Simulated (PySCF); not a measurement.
C3H3ClF6Si, SMILES C[Si](Cl)(C(F)(F)F)C(F)(F)F at its PBE0/def2-SVP optimised geometry (Å):

```
14

C     -1.0010     1.2113     0.0000
Si    -0.3615    -0.5237     0.0000
Cl    -0.9866    -1.6042     1.6295
C      1.5704    -0.5237     0.0000
F      2.1011    -1.7468     0.0044
F      2.0389     0.1286     1.0740
F      2.0306     0.1156    -1.0877
C     -0.9449    -1.4627    -1.5846
F     -2.2834    -1.5201    -1.6350
F     -0.5315    -0.8121    -2.6842
F     -0.4809    -2.7113    -1.6555
H     -0.6386     1.7437    -0.8931
H     -0.6521     1.7468     0.8954
H     -2.1011     1.2163    -0.0080
```

Method: PBE0/def2-TZVP in PySCF. Cells within 0.4 Å of a nucleus heavier than hydrogen are left out (blank, or x).

Map of the electron localisation function on the plane z = 0.0 Å:

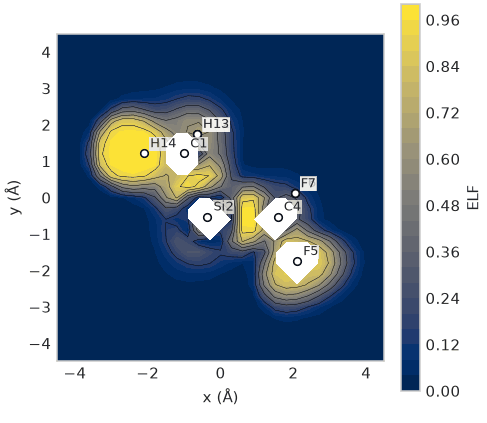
Electron localisation function on the plane z = 0.0 Å.
